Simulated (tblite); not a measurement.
# C3H9GeOSi: the cost of one run

Programs: tblite 0.8.0 and PySCF 2.14.0, with density-fitted response routines of our own. Each step states its level of theory. These are calculated values for one molecule in the gas phase, unless marked as measured. Atoms are numbered from 0 throughout.

### 1 Starting geometry

15 atoms, charge 0, multiplicity 2; geometry from: force field or distance geometry start.

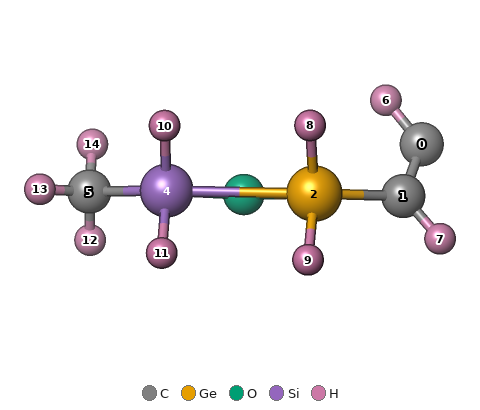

As it starts; carbon grey, germanium amber, oxygen teal, silicon purple, hydrogen pink, atoms numbered; sticks join atoms by distance.

### 2 Geometry optimisation with GFN2-xTB

Job settings and geometry (Å):

```
{"job": {"kind": "relax", "xc": "GFN2-xTB", "basis": "xTB"}, "charge": 0, "multiplicity": 2}
C      3.476500     1.007300    -0.385100
C      2.941600    -0.123100    -0.847200
Ge     1.307200    -0.812500    -0.116400
O     -0.002900     0.401100    -0.397900
Si    -1.413400    -0.297200     0.318300
C     -2.849600     0.878400     0.082600
H      2.978500     1.583200     0.395200
H      3.462300    -0.672900    -1.616400
H      1.485900    -1.066500     1.400400
H      0.943600    -2.139900    -0.832300
H     -1.207500    -0.520800     1.748700
H     -1.738500    -1.572800    -0.349200
H     -3.017900     1.054000    -0.987300
H     -3.753300     0.437900     0.533200
H     -2.616900     1.851600     0.585400
```

Launch:

```sh
$ OMP_NUM_THREADS=1 python probes_run.py task.json out
```

This one command runs all jobs of the session in turn.

**Question.** How long does this first job take on 1 thread of Arm Neoverse N1, shared host, and how much memory does it need?

About 1.3 s, with a peak of 0.18 GiB.
